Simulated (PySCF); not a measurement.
C₂H₁₀NSSi₂ (doublet)

Input file:

```
{"job": {"kind": "epr", "basis": "pcH-1"}, "charge": 0, "multiplicity": 2}
C      3.183168    -0.420869     0.027387
N      1.828357    -0.273509    -0.315148
Si     0.631859     0.804898     0.082418
C     -0.537853    -0.302463     1.184438
S     -2.097419     0.523031     1.471742
Si    -3.221060     0.015286    -0.291940
H      3.700357     0.523100     0.233151
H      3.278489    -1.051893     0.920705
H      3.693224    -0.948572    -0.784928
H      0.777485     2.050237     0.846491
H     -0.127295     1.047668    -1.148435
H     -0.701222    -1.257900     0.701675
H     -0.079208    -0.454570     2.154874
H     -4.567071     0.426259     0.069647
H     -2.685517     0.753285    -1.427406
H     -3.083892    -1.425041    -0.468598
```

Command:

```sh
OMP_NUM_THREADS=1 python probes_run.py task.json out
```

Geometry: GFN2-xTB.

Method: UKS B3LYP, pcH-1 on C H N S Si, non-relativistic, mean-field spin-orbit, GIAO (PySCF).

### What will maps of the electron density, electron localisation function and spin density show?

C–N (1.41 Å): the density is about 1.8 e/Å³ at the midpoint; the ELF peaks at about 0.90 between the atoms: a covalent bond.
Si–N (1.66 Å): the density is about 1 e/Å³ at the midpoint; the ELF peaks at about 0.90 between the atoms: a short, strongly polar bond.
The unpaired spin (1 electron) lies mostly on N2 (about 0.7), in electrons by Hirshfeld's partition.

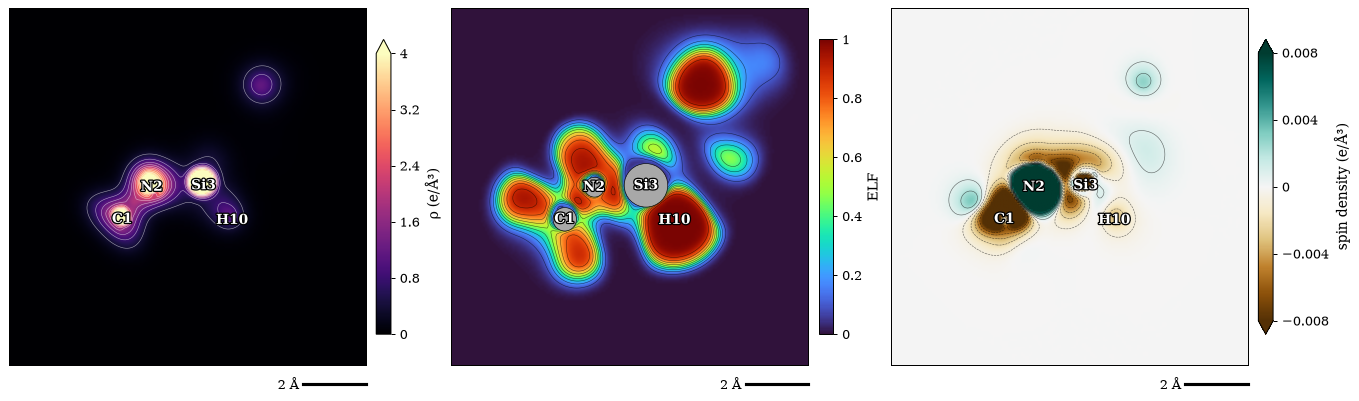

Computed electron density, electron localisation function and spin density on the plane of atoms C1, N2 and Si3, in this order. Grey discs cover the atomic cores in the ELF map. 
